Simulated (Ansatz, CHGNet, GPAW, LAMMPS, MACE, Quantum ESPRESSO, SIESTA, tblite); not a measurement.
# Running glassy 61Al2O3-39P2O5 (mol %) (104 atoms) with SIESTA, part 2 of 2

Wanted: SIESTA inputs and outputs for glassy 61Al2O3-39P2O5 (mol %) (104 atoms), checked against a plane-wave reference.

Program: SIESTA 5.4.2; the method stands at each step. Banners, paths, timers and routine set-up lines are dropped from the logs unmarked, and long logs keep their key lines alone; longer cuts are marked. The potentials were converted by us to PSML.

So far. Step 2 (PBE, DZP, shift 0.01 Ry, mesh 500 Ry): Forces lie 15 % from the reference's, at 0.41 times its CPU time. Step 3 (PBE, DZ, shift 0.01 Ry, mesh 500 Ry): Against the first run (15 %), the force difference from the reference is 158 %, at 0.40 times the CPU time (on 2 against 4 cores), with 832 basis functions against 1352: the smaller basis costs accuracy.

### Step 4. PBE, SZ, shift 0.02 Ry, mesh 500 Ry

Method: Kohn-Sham DFT, PBE, PseudoDojo 0.4.1 norm-conserving pseudopotentials (converted to PSML), numerical atomic orbitals (SZ), diagonalisation.

Input file input.fdf:

```
SystemLabel cell
NumberOfAtoms 104
NumberOfSpecies 3
%block ChemicalSpeciesLabel
  1 13 Al
  2 15 P
  3 8 O
%endblock ChemicalSpeciesLabel
LatticeConstant 1.0 Ang
%block LatticeVectors
  10.92802 0.00000 0.00000
  0.00000 10.92802 0.00000
  0.00000 0.00000 10.92802
%endblock LatticeVectors
PAO.BasisSize SZ
PAO.EnergyShift 0.02 Ry
XC.Functional GGA
XC.Authors PBE
MeshCutoff 500 Ry
%block kgrid_Monkhorst_Pack
  1 0 0 0.0
  0 1 0 0.0
  0 0 1 0.0
%endblock kgrid_Monkhorst_Pack
SolutionMethod diagon
OccupationFunction FD
ElectronicTemperature 580 K
SCF.Mixer.Method Pulay
SCF.Mixer.Weight 0.15
SCF.Mixer.History 8
SCF.Mix Hamiltonian
MaxSCFIterations 300
SCF.DM.Tolerance 1e-04
SCF.H.Tolerance 1.0e-3 eV
WriteForces T
Write.HirshfeldPop T
Write.VoronoiPop T
Write.DM F
Write.H F
XML.Write F
AtomicCoordinatesFormat Fractional
%block AtomicCoordinatesAndAtomicSpecies
[... 104 atom lines left out: the same atoms as in the first run ...]
%endblock AtomicCoordinatesAndAtomicSpecies
```

Command:

```
> OMP_NUM_THREADS=1 siesta < input.fdf > output.txt
```

The program printed:

```text
Version         : 5.4.2
reinit: System Name:
reinit: System Label: cell
initatom: Reading input for the pseudopotentials and atomic orbitals ----------
Species number:   1 Atomic number:   13 Label: Al
Species number:   2 Atomic number:   15 Label: P
Species number:   3 Atomic number:    8 Label: O
Ground state valence configuration (from tables):   3s02  3p01  3d00  4f00
Ground state valence configuration (from tables):   3s02  3p03  3d00  4f00
Ground state valence configuration (from tables):   2s02  2p04  3d00  4f00
---- Processing specs for species: Al
GGA--PBE XC_GGA_X_PBE--XC_GGA_C_PBE pb
---- Processing specs for species: P
GGA--PBE XC_GGA_X_PBE--XC_GGA_C_PBE pb
---- Processing specs for species: O
GGA--PBE XC_GGA_X_PBE--XC_GGA_C_PBE pb
Using PAO.SplitTailNorm
[... lines left out ...]
Total number of electrons:   544.000000
[... lines left out ...]
stepf: Fermi-Dirac step function
        iscf     Eharris(eV)        E_KS(eV)     FreeEng(eV)     dDmax    Ef(eV) dHmax(eV)
[... lines left out ...]
SCF Convergence by DM+H criterion
[... lines left out ...]
SCF cycle converged after 13 iterations
[... lines left out ...]
   Max   11.203908
[... lines left out ...]
   Max   11.203908    constrained
Stress tensor Voigt[x,y,z,yz,xz,xy] (kbar):     -215.01     -269.76     -242.02      -26.96       13.21        4.22
[... lines left out ...]
siesta: Etot    =    -34448.855181
siesta: FreeEng =    -34448.855181
siesta: Final energy (eV):
siesta:  Band Struct. =   -6822.599761
siesta:       Kinetic =   23766.964423
siesta:       Hartree =   13738.024318
siesta:         Exch. =   -8836.174340
siesta:         Corr. =    -651.559210
siesta:   Exch.-corr. =   -9487.733549
siesta:  Ion-electron =  -47508.598097
siesta:       Ion-ion =  -14957.512276
siesta:         Total =  -34448.855181
siesta:         Fermi =      -2.144095
siesta: Stress tensor (static) (eV/Ang**3):
siesta:    -0.134196    0.002632    0.008246
siesta:     0.002632   -0.168369   -0.016827
siesta:     0.008246   -0.016827   -0.151059
siesta: Cell volume =       1305.041864 Ang**3
siesta: Pressure (static):
siesta:                Solid            Molecule  Units
siesta:           0.00164686          0.00194341  Ry/Bohr**3
siesta:           0.15120793          0.17843602  eV/Ang**3
siesta:         242.26181460        285.88601619  kBar
    Orbital volume contribution        =          16.876010 eV
    (Free)E + p_basis*V_orbitals       =      -34431.979172 eV
    (Free)Eharris+ p_basis*V_orbitals  =      -34431.979172 eV
Hirshfeld Atomic Populations:
Atom #   charge [q] valence [e]  Species
     1     0.340499    2.659501  Al
     2     0.417302    2.582698  Al
     3     0.397373    2.602627  Al
[...]
23     0.706030    4.293970  P
    24     0.721815    4.278185  P
    25     0.692347    4.307653  P
[...]
37    -0.297514    6.297514  O
    38    -0.258413    6.258413  O
    39    -0.312057    6.312057  O
[...]
--------------------
 Total    -0.000014
Voronoi Atomic Populations:
Atom #   charge [q] valence [e]  Species
[...]
21     0.532542    2.467458  Al
    22     0.394774    2.605226  Al
[...]
35     0.830821    4.169179  P
    36     0.764815    4.235185  P
[...]
103    -0.261156    6.261156  O
   104    -0.298505    6.298505  O
--------------------
 Total    -0.000014
```

It took 92 s on 1 thread of Arm Neoverse V2, shared host; peak memory 0.92 GiB.

Numbers from this run, and their distance from the reference:

```
r.m.s. force component                           : 3.051 eV/Å
r.m.s. difference of force components            : 2454 meV/Å
longest difference of force vectors              : 7189 meV/Å
force difference over r.m.s. force               : 211.4 %
slope of forces against the reference's          : 1.72
correlation of force components                  : 0.6544
gap (highest filled to lowest empty level) : 2.562 eV
gap difference                                   : -0.7868 eV
pressure                                         : 24.23 GPa
pressure difference                              : 18.71 GPa
```

This is a coarse setting, run to see what it loses.

Against the first run (15 %), the force difference from the reference is 211 %, at 0.21 times the CPU time (on 1 against 4 cores).

The difference per atom is largest on O (4.4 eV/Å on average, against 1.3 on P).

### Step 5. Side by side

Differences are against the plane-wave reference, forces as r.m.s. over components; share is that over the reference's r.m.s. force, slope the least-squares factor from reference forces to these. Total energies of different programs have different zeros and aren't compared.

| run | Δ force, r.m.s. (meV/Å) | share (%) | slope | Δ pressure (GPa) | Δ gap (eV) | cores | CPU time | memory (GiB) |
| --- | --- | --- | --- | --- | --- | --- | --- | --- |
| reference | - | - | - | - | - | 4 | 18 min | 4.3 |
| SIESTA PBE, DZP, shift 0.01 Ry, mesh 500 Ry | 172 | 14.8 | 1.078 | 2.42 | -0.0396 | 4 | 7.3 min | 3.0 |
| SIESTA PBE, DZ, shift 0.01 Ry, mesh 500 Ry (coarse) | 1828 | 158 | 1.528 | 19.6 | -0.380 | 2 | 2.9 min | 1.6 |
| SIESTA PBE, SZ, shift 0.02 Ry, mesh 500 Ry (coarse) | 2454 | 211 | 1.720 | 18.7 | -0.787 | 1 | 92 s | 0.92 |

Rows marked coarse were listed beforehand as settings not expected to be converged; some can still land near the reference.

CPU time is summed over cores on a shared host, where runs went side by side, so it is rough. Symmetry, cutoffs, thresholds, outputs and thread counts weren't matched or tuned between programs; memory under MPI is the largest rank's times the ranks.

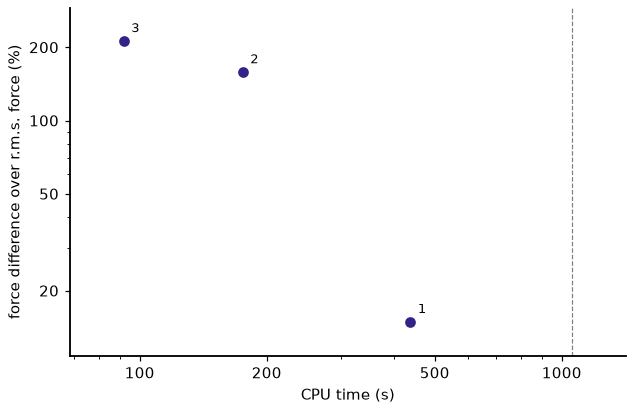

Force difference against CPU time; the dashed line marks the reference's time. Points: 1 SIESTA PBE, DZP, shift 0.01 Ry, mesh 500 Ry; 2 SIESTA PBE, DZ, shift 0.01 Ry, mesh 500 Ry; 3 SIESTA PBE, SZ, shift 0.02 Ry, mesh 500 Ry.

### Step 6. Results

| Property | Result |
| --- | --- |
| nearest in forces | SIESTA PBE, DZP, shift 0.01 Ry, mesh 500 Ry, 15 % |
| its CPU time | 7.3 min |

In words: The PBE run in local orbitals, coarse settings apart, differs by 15 % (SIESTA PBE, DZP, shift 0.01 Ry, mesh 500 Ry); basis, grid and potentials can all enter. Runs with settings chosen to be coarse differ by 158 % (SIESTA PBE, DZ, shift 0.01 Ry, mesh 500 Ry) to 211 % (SIESTA PBE, SZ, shift 0.02 Ry, mesh 500 Ry), their programs' other errors included. Of the electronic-structure runs that take under half the reference's CPU time, SIESTA PBE, DZP, shift 0.01 Ry, mesh 500 Ry comes nearest, at 15 % in 7.3 min against 18 min; its pressure misses by +2.4 GPa. At the same functional, gaps differ from the reference's 3.35 eV by between -0.79 and -0.04 eV. In pressure, SIESTA PBE, DZ, shift 0.01 Ry, mesh 500 Ry misses by +19.6 GPa, at the same functional. The reference's pressure holds the uncorrected Pulay stress of its 60 Ry basis, so small pressure differences, and their order, may be the reference's own error. In our tests on small cells the SSSP efficiency potentials stood apart from two norm-conserving sets, for C–F bonds most and for P–O bonds less, so differences between them and other runs here needn't be the other run's error. The quench rate of 50 K/ps is many orders above laboratory rates, so the cell is likely richer in defects and strain than a real sample. The network of bonds at the start is that of the classical potential that made the cell, and needn't be the one that DFT or experiment would give. The reference's stress is far from hydrostatic: its diagonal is 2.4, 8.5, 5.6 GPa, compression counted positive. The electronic-structure runs sample only Γ, in a cell whose shortest periodic width is 11 Å.

[Also dropped from logs without a mark: logging warnings of Python, and SIESTA's first energy breakdown and zero terms.]

[Logs are printed without paths, hosts, clocks, repeated set-up lines and the standing remarks that a program may print on its own settings, such as how far it seeks lower states.]

[Hosts, paths, dates, database ids (printed as entryN), source tags and the programs' standing remarks are cut or masked in the printed files.]
